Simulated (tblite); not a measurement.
# C₅H₄BrN: molecular dynamics (part 1 of 2)

- system: C₅H₄BrN, SMILES Brc1ccncc1
- method: GFN2-xTB Langevin dynamics, gas phase (tblite 0.8.0)

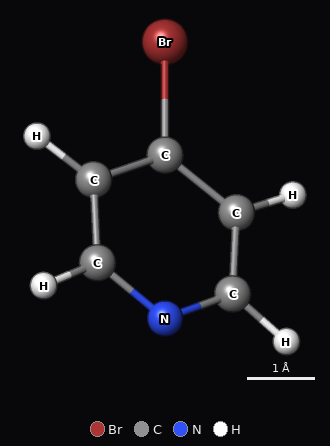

*The input geometry (ball-and-stick view, seen at a tilt).*

The input
```
{"job": {"dt": 1.5, "steps": 8000, "equilibration": 400, "friction": 0.005, "h_mass": 4.0, "temperature": 600, "xc": "GFN2-xTB", "basis": "xTB", "kind": "md"}, "charge": 0, "multiplicity": 1}
Br    -1.979875     2.261830     0.063361
C     -0.722410     0.827584     0.017176
C      0.635799     1.096864    -0.001886
C      1.499701     0.011237    -0.035276
N      1.094110    -1.245045    -0.049108
C     -0.204407    -1.482460    -0.030722
C     -1.167291    -0.483679     0.002600
H      1.007816     2.108686     0.009062
H      2.570672     0.160665    -0.052194
H     -0.493477    -2.524510    -0.043449
H     -2.218940    -0.720490     0.016580
```

The first line tells a small driver script what to run in tblite; the rest is the geometry in Å.

Machine: 1 CPU thread, shared host.

Launch command:
```bash
OMP_NUM_THREADS=1 python <driver script> task.json out
```

What the program printed
```
t/fs     T/K   E - E0/eV
     0.0    714.9    -0.0000
   525.0    686.8     0.6002
  1050.0    844.9     0.8475
  1575.0    916.1     0.8783
  2100.0    820.2     1.1504
  2625.0    353.8     0.6553
  3150.0    744.1     0.6793
  3675.0    576.7     0.7436
  4200.0    597.7     0.6277
  4725.0    506.3     0.8302
  5250.0    741.4     0.6596
  5775.0    707.6     0.4072
  6300.0    748.9     0.6219
  6825.0    476.4     0.5071
  7350.0    673.6     0.5073
  7875.0    761.5     0.5769
  8400.0    506.5     0.9671
  8925.0   1035.9     0.7019
  9450.0    519.0     0.9145
  9975.0    860.6     0.6557
 10500.0    485.9     0.6873
 11025.0    624.8     0.5536
 11550.0    429.3     0.8201
 12075.0    429.9     0.7816
 12600.0    649.5     0.5397
```

Trajectory as extended XYZ (Å, eV, eV/Å), 25 frames, from step=0 to step=8400
```
11
Properties=species:S:1:pos:R:3:forces:R:3 step=0 time_fs=0.0 energy=-536.90404 temperature=714.9
Br   -1.9799    2.2618    0.0634    0.0010   0.0000   0.0000
C    -0.7224    0.8276    0.0172   -0.0020   0.0010   0.0000
C     0.6358    1.0969   -0.0019   -0.0010  -0.0010   0.0010
C     1.4997    0.0112   -0.0353   -0.0010   0.0000  -0.0010
N     1.0941   -1.2450   -0.0491    0.0020  -0.0010  -0.0020
C    -0.2044   -1.4825   -0.0307    0.0000   0.0000   0.0000
C    -1.1673   -0.4837    0.0026    0.0000   0.0000   0.0000
H     1.0078    2.1087    0.0091    0.0000   0.0000  -0.0010
H     2.5707    0.1607   -0.0522    0.0010   0.0010   0.0020
H    -0.4935   -2.5245   -0.0434    0.0010  -0.0020   0.0010
H    -2.2189   -0.7205    0.0166   -0.0020   0.0030   0.0000
11
Properties=species:S:1:pos:R:3:forces:R:3 step=350 time_fs=525.0 energy=-536.30388 temperature=686.8
Br   -1.3992    1.6360    0.4081    0.9270  -0.4040  -0.0720
C     0.1026    0.3169    0.6875   -2.4210  -0.2790  -1.4990
C     1.1922    0.6823    1.4076    0.4090  -0.8090   0.2160
C     1.9513   -0.3431    1.9703   -2.2130  -0.9520  -0.6470
N     1.5747   -1.6057    1.8161    0.3520  -0.5400  -0.7900
C     0.6762   -1.9292    0.8943   -1.0640  -0.2930  -0.5640
C    -0.1854   -0.9948    0.2609    1.5870  -0.0550   0.9980
H     1.4391    1.6801    1.5921    0.1140   1.2370   0.2940
H     2.5912   -0.1695    2.7715    1.3270   0.3160   0.7600
H     0.4558   -3.0136    0.6584    0.6410   1.1960   0.6110
H    -0.9376   -1.3365   -0.4623    0.3420   0.5830   0.6920
11
Properties=species:S:1:pos:R:3:forces:R:3 step=700 time_fs=1050.0 energy=-536.05651 temperature=844.9
Br   -0.0089    2.5614    0.7114   -0.0850   0.2580  -0.2870
C     1.0048    1.0167    1.0518   -0.1660  -2.1280   0.6700
C     1.5906    0.9185    2.3520    0.1940  -0.4340  -2.4090
C     2.2248   -0.2608    2.7192   -1.8820  -0.6280  -2.3110
N     2.1284   -1.3254    1.9424    0.6510  -0.0950  -3.3160
C     1.7227   -1.2258    0.5831   -1.1040   0.7210   2.6710
C     0.9333   -0.1262    0.1356    2.4140   0.6400   3.0490
H     1.7340    1.7301    2.9977   -0.3170   1.2050   0.4430
H     2.6444   -0.3862    3.6658    0.5080  -0.2880   1.1740
H     1.8706   -2.1422   -0.0193   -0.1910   0.7450   0.6160
H     0.4411   -0.0549   -0.8051   -0.0210   0.0040  -0.3000
11
Properties=species:S:1:pos:R:3:forces:R:3 step=1050 time_fs=1575.0 energy=-536.02574 temperature=916.1
Br    0.6803    3.2269    2.1110    0.2290  -0.1340   0.2460
C     1.2316    1.3677    2.1820   -0.3850   1.9070   3.5980
C     1.6253    0.7889    3.4105    0.6890   0.0420  -1.5610
C     2.1774   -0.4904    3.2744    1.2460   0.6610   0.1400
N     2.1766   -1.1113    2.1284   -1.5620  -1.2160  -1.3280
C     1.3875   -0.6888    1.1111    2.1450   3.2500   4.7290
C     0.9489    0.6366    1.1234   -0.5830  -2.1120  -3.7190
H     1.7237    1.3843    4.2779   -0.1030   0.2500   0.6750
H     2.8571   -0.9970    3.9932   -0.8950   0.6400  -0.0850
H     1.0772   -1.3502    0.4681   -1.0070  -3.2350  -3.5460
H     0.4935    1.0156    0.1862    0.2270  -0.0530   0.8520
11
Properties=species:S:1:pos:R:3:forces:R:3 step=1400 time_fs=2100.0 energy=-535.75359 temperature=820.2
Br    0.8768    2.5605    1.4453    0.0750  -0.4960  -0.5120
C     1.3549    0.6815    1.5528   -1.0820   0.0870   1.8070
C     1.7550    0.2712    2.8126    0.8580  -1.7310   1.6070
C     2.0481   -1.1100    2.9932   -0.6440   1.9610  -0.0730
N     2.0121   -1.9768    2.0151    1.4580  -0.8490   3.6560
C     1.4411   -1.6105    0.9537    0.3900  -0.6770  -2.1540
C     0.9561   -0.3581    0.7519   -1.0190   2.0070  -3.3640
H     1.8222    0.8391    3.7506    0.1030   0.2760  -0.9610
H     2.1762   -1.5278    3.9427    0.6040  -0.1810   1.3150
H     1.6821   -2.4187    0.3179   -1.2770  -0.3310  -2.0010
H     0.3897   -0.1538   -0.1864    0.5350  -0.0680   0.6790
11
Properties=species:S:1:pos:R:3:forces:R:3 step=1750 time_fs=2625.0 energy=-536.24878 temperature=353.8
Br    0.4169    2.1010    0.3279   -0.2290   0.4020   0.0290
C     1.3286    0.6283    1.0074    0.1630  -2.6630   1.2650
C     0.9175   -0.1325    2.1240   -0.5740   0.7780   0.6790
C     1.6890   -1.2364    2.6102   -0.5100   1.8620  -2.5670
N     2.7203   -1.6943    1.9351    0.0100   0.5450  -1.3710
C     3.0265   -1.0580    0.7506   -0.8000  -0.7240   2.8470
C     2.4104    0.0605    0.2966   -2.0170  -0.1800   2.8460
H     0.0209    0.1662    2.7483    1.0990  -0.2330  -0.9230
H     1.2744   -1.7093    3.4460    0.1740  -0.7870   1.0520
H     3.8560   -1.4107    0.2305    1.1420  -0.7940  -0.5770
H     2.8040    0.6454   -0.4005    1.5420   1.7940  -3.2810
11
Properties=species:S:1:pos:R:3:forces:R:3 step=2100 time_fs=3150.0 energy=-536.22478 temperature=744.1
Br   -0.7904    0.8256    1.6119   -0.3080   0.6780  -0.2330
C     0.5925   -0.0720    0.6697   -0.5900   2.1920  -1.6430
C     0.8940   -1.2533    1.1760    1.7160  -2.6990   0.9380
C     2.0066   -1.8538    0.5860   -0.0130  -1.7060   0.9070
N     2.5549   -1.5060   -0.4979    1.2180   2.2530  -2.6750
C     2.1989   -0.3310   -1.1136   -0.1160  -1.8670   0.1260
C     1.2051    0.4295   -0.5380   -0.1770  -0.5220   1.1640
H     0.5215   -1.8363    2.0030   -0.5770   0.7080   0.1930
H     2.4905   -2.7553    0.9438   -0.4510  -0.2090   0.5810
H     2.7032   -0.2919   -2.1067   -0.6760   0.7800   0.9750
H     0.8761    1.3806   -0.8855   -0.0280   0.3930  -0.3330
11
Properties=species:S:1:pos:R:3:forces:R:3 step=2450 time_fs=3675.0 energy=-536.16043 temperature=576.7
Br   -0.3560    0.1258    1.5378    0.5970  -0.1480  -0.4650
C     1.0432   -0.3877    0.2697    0.4830   0.0800   0.8110
C     2.0185   -1.3006    0.6249   -0.1460  -0.6450   0.7020
C     2.7830   -1.8668   -0.4003    1.2710  -1.1030   0.0980
N     2.8732   -1.3741   -1.6373   -1.3830   0.7890   1.9730
C     2.0600   -0.2987   -1.8109    1.5370  -2.4040   0.0940
C     1.1070    0.1828   -1.0026   -0.9880  -1.1620   2.6430
H     2.1478   -1.6763    1.6601   -0.3630   0.1990  -0.8590
H     3.3636   -2.8292   -0.1250   -0.6870   1.6990  -0.7160
H     2.0710    0.0409   -2.7562    0.3530   1.3310  -3.2460
H     0.2550    0.7368   -1.2176   -0.6740   1.3670  -1.0340
11
Properties=species:S:1:pos:R:3:forces:R:3 step=2800 time_fs=4200.0 energy=-536.27629 temperature=597.7
Br   -0.4946    0.5229    1.7032   -0.2960   0.4500   0.3310
C     0.4936   -0.6719    0.6153   -0.7280   1.6390   0.9960
C     1.8123   -0.7972    0.8771    2.9500  -0.3030   0.5240
C     2.4851   -1.8468    0.2088    0.3310  -0.6830   1.4520
N     1.8880   -2.4225   -0.7766   -0.8520  -0.8860  -1.3270
C     0.6348   -2.1035   -1.1243    1.5310  -0.7020  -0.9750
C    -0.1719   -1.2864   -0.4093   -0.2890  -0.4610   0.2650
H     2.4673   -0.1604    1.5096   -1.1660  -0.4200  -0.0680
H     3.3842   -2.4433    0.6021   -0.9570   1.5930  -0.6710
H     0.3375   -2.5068   -2.0633   -0.3200  -0.4890  -0.4620
H    -1.2285   -1.2336   -0.5649   -0.2030   0.2620  -0.0660
11
Properties=species:S:1:pos:R:3:forces:R:3 step=3150 time_fs=4725.0 energy=-536.07379 temperature=506.3
Br   -0.7195    0.9794    2.5650    0.6300  -0.3530  -0.3080
C     0.3848   -0.5384    1.9606    1.0990   2.5920  -1.3650
C     1.4651   -0.2805    1.0003   -1.1620   1.4680   2.6860
C     2.1176   -1.3704    0.5513    1.0040  -2.9200  -1.8150
N     1.7631   -2.6137    0.9697   -0.8610   0.9090   0.9770
C     0.8155   -2.7382    1.9217    1.5370  -1.6870  -1.3010
C     0.0327   -1.7543    2.4560    0.7960   1.1120  -1.1800
H     1.9096    0.7405    0.9621   -0.8890  -0.8230  -0.4900
H     2.9113   -1.4529   -0.3349   -1.5410   0.6470   2.0840
H     0.6626   -3.7528    2.2559    0.0910  -0.2830  -0.0590
H    -0.7751   -1.7887    3.1197   -0.7040  -0.6610   0.7720
11
Properties=species:S:1:pos:R:3:forces:R:3 step=3500 time_fs=5250.0 energy=-536.24446 temperature=741.4
Br    0.7044    1.0056    2.7117    0.1180  -0.0010  -0.2110
C     1.4919   -0.5564    1.9548   -0.4890  -0.5510  -0.2680
C     1.1929   -0.9508    0.6295    0.4540   2.4610   1.0190
C     1.9013   -2.0140    0.1344   -0.0530  -0.8550   1.9440
N     2.4014   -2.8952    0.9777    0.2220   0.0930   0.9170
C     2.4596   -2.5936    2.3044    2.6740  -3.9350  -2.3220
C     2.2673   -1.3866    2.7962   -1.4900   2.6550   0.6730
H     0.6806   -0.2334   -0.0139   -0.0330  -0.3900   0.2120
H     2.0716   -2.2175   -0.8683   -0.1450  -0.3280  -1.6120
H     3.0870   -3.3694    2.8219   -1.0350   0.6370  -0.1320
H     2.5694   -1.1310    3.8050   -0.2230   0.2140  -0.2200
11
Properties=species:S:1:pos:R:3:forces:R:3 step=3850 time_fs=5775.0 energy=-536.49688 temperature=707.6
Br    0.2178    0.9583    1.4639   -0.0900  -0.0040  -0.0330
C     1.4702   -0.4845    1.6197    0.0410   0.2210  -0.2200
C     1.2900   -1.6137    0.8235    2.1690  -1.2720   1.8860
C     2.2732   -2.6628    1.0419   -0.5060   1.8110  -0.7480
N     3.3157   -2.4619    1.8011    0.3710   0.1080   0.8880
C     3.4594   -1.3586    2.5373   -1.2350  -0.4890  -0.3250
C     2.5352   -0.3056    2.5068    0.5440  -2.5070  -1.4320
H     0.4264   -1.7573    0.2464   -0.6870  -0.0890  -0.6810
H     2.3955   -3.6105    0.5292   -0.8390   0.2140  -0.2430
H     4.2310   -1.4468    3.2737    0.4760   0.4060   0.0300
H     2.7842    0.5202    3.0719   -0.2440   1.6040   0.8770
11
Properties=species:S:1:pos:R:3:forces:R:3 step=4200 time_fs=6300.0 energy=-536.28216 temperature=748.9
Br    1.1149    0.8728    2.2167   -0.6020  -0.2810   0.3260
C     2.0419   -0.7709    2.6743   -2.0380   0.6000  -0.5320
C     1.4501   -2.0345    2.7432    0.4640   0.6370  -0.8790
C     2.3042   -3.1047    2.5341   -0.0290  -1.0430  -0.5200
N     3.6235   -3.0324    2.3641   -0.2080   2.2840   1.8620
C     4.1212   -1.8032    2.6865   -1.2410  -0.3430  -1.6240
C     3.3697   -0.5906    2.6598    2.4820  -2.5150   1.1020
H     0.3929   -2.1796    2.6529   -0.2330   0.0870   0.3460
H     1.8503   -4.1048    2.3994    0.4010   0.5640   0.0930
H     5.1669   -1.6825    2.6797    1.0920  -0.2760   0.0130
H     3.9007    0.3307    2.7663   -0.0890   0.2850  -0.1860
11
Properties=species:S:1:pos:R:3:forces:R:3 step=4550 time_fs=6825.0 energy=-536.39689 temperature=476.4
Br    0.9792    0.9871    2.7576    0.0780  -0.2140   0.2210
C     2.0414   -0.0977    4.0051   -0.4560  -0.1220  -2.2120
C     1.9797   -1.4975    3.8051    2.4950   2.1300   3.3230
C     2.7999   -2.1036    4.7947   -0.5090  -1.1610  -0.6850
N     3.6079   -1.4798    5.6379   -0.5260  -0.9600   0.3140
C     3.6748   -0.1838    5.6815   -1.0080   0.9680  -1.4430
C     2.9182    0.6087    4.7861   -0.1030  -1.1110   1.0640
H     1.5268   -1.8830    2.9631   -1.0180  -1.0170  -0.8520
H     2.7877   -3.2084    4.9599    0.0980   0.8790  -0.4700
H     4.2752    0.2728    6.4166    0.8090   0.2830   0.5440
H     2.9113    1.6749    4.7580    0.1390   0.3240   0.1960
```
